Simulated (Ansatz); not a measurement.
**AlGeH4Cl (SMILES [Cl][AlH][GeH3]) at PBE/def2-SVP**

Aim: the electronic atomisation energy of AlGeH4Cl at PBE/def2-SVP, from 5 runs. 

The calculation is run with Ansatz 0.2.0.

68 further runs of the same task are left out: 68 set aside as unsound or not needed.

## (1) The molecule

The species is AlGeH4Cl (7 atoms), meant as a singlet with charge 0. As SMILES, `[Cl][AlH][GeH3]`. The shape is that of a PBE0-D4/def2-TZVP optimisation.

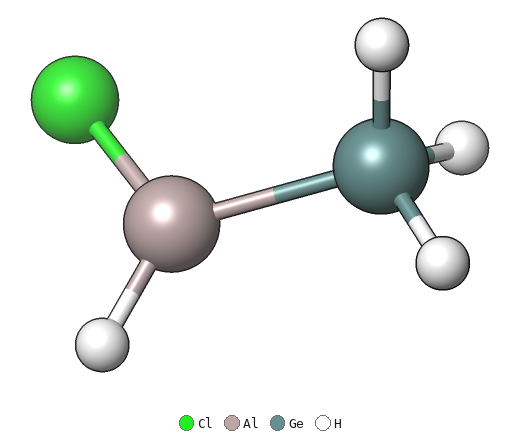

Viewed from a chosen angle; chlorine green, aluminium light grey, germanium teal, hydrogen white.

## (2) The energy at PBE/def2-SVP

The input, in.yaml:

```yaml
crystal:
  periodic: [false, false, false]
  atoms:
    - {symbol: Cl, position_ang: [-2.499300, -1.527200, -0.126900]}
    - {symbol: Al, position_ang: [-0.425400, -1.314700, 0.144500]}
    - {symbol: Ge, position_ang: [0.501100, 0.959800, -0.093300]}
    - {symbol: H, position_ang: [0.379500, -2.632000, 0.480000]}
    - {symbol: H, position_ang: [0.225700, 1.522500, -1.499900]}
    - {symbol: H, position_ang: [-0.144000, 1.926400, 0.916800]}
    - {symbol: H, position_ang: [2.023700, 0.997300, 0.133100]}
basis:
  gaussian:
    orbitals: def2-SVP
hamiltonian:
  xc: pbe
magnetization:
  spin_polarized: false
accuracy: high
output:
  orbitals: {seedname: orbitals}
```

On the command line:

```
ansatz run in.yaml --threads 1 --pin off --max-ram 3480MiB --events-out events.jsonl --progress --plain --runs-dir runs
```

The log of the run:

```text
Warning: RAYON_NUM_THREADS=1 ignored (pool sized by the plan → 1); use --threads N
Functional definition: PBE
  name "PBE"
  parameter kappa = 0.804
  parameter beta = 0.06672455060314922
  exchange = pbe_x(kappa = kappa, mu = beta*pi^2/3)
  correlation = pbe_c(beta = beta)
1769 factors; integrals over basis functions are off by at most 6.4e-9 eV
mean field evaluation 1: about -75672.2231 eV, gradient 2.5e1 eV
mean field evaluation 2: about -75672.5041 eV, gradient 2.4e1 eV
mean field evaluation 4: about -75673.6587 eV, gradient 9.3e-1 eV
mean field evaluation 8: about -75673.6560 eV, gradient 2.1e-2 eV
mean field evaluation 16: about -75673.6560 eV, gradient 6.8e-7 eV
mean field -75673.65596373 eV, -2780.9555632210 hartree, gradient 5.9e-8 eV, S^2 0.000000; 0 other end points of the search recorded, 0 dependent functions left out
reference -75673.65596741 eV, -2780.9555633561 hartree; 33, 33 occupied and 55, 55 virtual orbitals, 1769 factors
Total energy: -75673.65596741 eV, -2780.9555633561 hartree
```

It took 3.6 s on 1 thread of Intel Xeon 6975P-C (Granite Rapids), shared host; peak memory 0.22 GiB.

## (3) The Al atom

The input, in.yaml:

```yaml
crystal:
  periodic: [false, false, false]
  atoms:
    - {symbol: Al, position_ang: [0.000000, 0.000000, 0.000000]}
basis:
  gaussian:
    orbitals: def2-SVP
magnetization:
  spin_polarized: true
  initial_magnetization: 1
hamiltonian:
  xc: {name: PBE}
accuracy: high
```

Run the same way, it converges to -242.14160 Eh (log not shown).

## (4) The Cl atom

The input, molecule.yaml:

```yaml
crystal:
  periodic: [false, false, false]
  atoms:
    - {symbol: Cl, position_ang: [0.000000, 0.000000, 0.000000]}
basis:
  gaussian: {orbitals: def2-SVP}
hamiltonian: {xc: pbe}
magnetization: {spin_polarized: true, initial_magnetization: 1}
accuracy: high
```

On the command line:

```
ansatz run molecule.yaml --threads 1 --pin off --max-ram 3480MiB --events-out events.jsonl --progress --plain --runs-dir runs
```

The log of the run:

```text
Warning: RAYON_NUM_THREADS=1 ignored (pool sized by the plan → 1); use --threads N
Functional definition: PBE
  name "PBE"
  parameter kappa = 0.804
  parameter beta = 0.06672455060314922
  exchange = pbe_x(kappa = kappa, mu = beta*pi^2/3)
  correlation = pbe_c(beta = beta)
134 factors; integrals over basis functions are off by at most 2.6e-9 eV
mean field evaluation 1: about -12511.6460 eV, gradient 3.4e0 eV
mean field evaluation 2: about -12511.7044 eV, gradient 1.5e0 eV
mean field evaluation 4: about -12511.7137 eV, gradient 3.6e-1 eV
mean field evaluation 8: about -12511.7143 eV, gradient 8.2e-5 eV
mean field evaluation 16: about -12511.7143 eV, gradient 7.6e-9 eV
mean field evaluation 32: about -12511.7143 eV, gradient 1.8e-1 eV
mean field -12511.71429011 eV, -459.7970194169 hartree, gradient 4.7e-9 eV, S^2 0.751591; 2 other end points of the search recorded, 0 dependent functions left out
reference -12511.71429105 eV, -459.7970194516 hartree; 9, 8 occupied and 9, 10 virtual orbitals, 134 factors
Total energy: -12511.71429105 eV, -459.7970194516 hartree
```

It took 0.56 s on 1 thread of Intel Xeon 6975P-C (Granite Rapids), shared host.

## (5) The Ge atom at the same level

The input, input.yaml:

```yaml
crystal:
  periodic: [false, false, false]
  atoms:
    - symbol: Ge
      position_ang: [0.000000, 0.000000, 0.000000]
basis:
  gaussian: {orbitals: def2-SVP}
magnetization: {spin_polarized: true, initial_magnetization: 2}
hamiltonian: {xc: pbe}
accuracy: high
```

On the command line:

```
ansatz run input.yaml --threads 1 --pin off --max-ram 3480MiB --events-out events.jsonl --progress --plain --runs-dir runs
```

The log of the run:

```text
Warning: RAYON_NUM_THREADS=1 ignored (pool sized by the plan → 1); use --threads N
Functional definition: PBE
  name "PBE"
  parameter kappa = 0.804
  parameter beta = 0.06672455060314922
  exchange = pbe_x(kappa = kappa, mu = beta*pi^2/3)
  correlation = pbe_c(beta = beta)
315 factors; integrals over basis functions are off by at most 3.9e-9 eV
mean field evaluation 1: about -56499.9681 eV, gradient 8.7e0 eV
mean field evaluation 2: about -56499.9962 eV, gradient 8.9e0 eV
mean field evaluation 4: about -56500.1189 eV, gradient 9.6e-2 eV
mean field evaluation 8: about -56500.1184 eV, gradient 3.3e-4 eV
mean field evaluation 16: about -56500.0384 eV, gradient 2.9e0 eV
mean field evaluation 32: about -56500.1195 eV, gradient 4.7e-2 eV
mean field -56500.11842829 eV, -2076.3410550841 hartree, gradient 2.4e-8 eV, S^2 2.001881; 2 other end points of the search recorded, 0 dependent functions left out
reference -56500.11843021 eV, -2076.3410551544 hartree; 17, 15 occupied and 15, 17 virtual orbitals, 315 factors
Total energy: -56500.11843021 eV, -2076.3410551544 hartree
```

It took 1 s on 1 thread of Intel Xeon 6975P-C (Granite Rapids), shared host.

## (6) The H atom, same level

The input, job.yaml:

```yaml
crystal:
  periodic: [false, false, false]
  atoms:
    - {symbol: H, position_ang: [0.000000, 0.000000, 0.000000]}
basis:
  gaussian:
    orbitals: def2-SVP
magnetization:
  spin_polarized: true
  initial_magnetization: 1
hamiltonian:
  xc: pbe
accuracy: high
```

Run the same way, it converges to -0.49863 Eh (log not shown).

## (7) Summary of results

Level: PBE/def2-SVP.

| quantity | value |
| --- | --- |
| molecule: total energy | -2780.95556 Eh |
| molecule: HOMO energy | -6.61 eV |
| molecule: LUMO energy | -2.62 eV |
| molecule: HOMO–LUMO gap | 3.99 eV |
| Al atom: total energy | -242.14160 Eh |
| Al atom: ⟨S²⟩ | 0.753 |
| Cl atom: total energy | -459.79702 Eh |
| Cl atom: ⟨S²⟩ | 0.752 |
| Ge atom: total energy | -2076.34106 Eh |
| Ge atom: ⟨S²⟩ | 2.002 |
| H atom: total energy | -0.49863 Eh |
| H atom: ⟨S²⟩ | 0.750 |
| electronic atomisation energy | 18.541 eV |

In words: Taking the molecule apart into free atoms costs 18.54 eV (428 kcal/mol), before zero-point energy and without spin-orbit coupling.
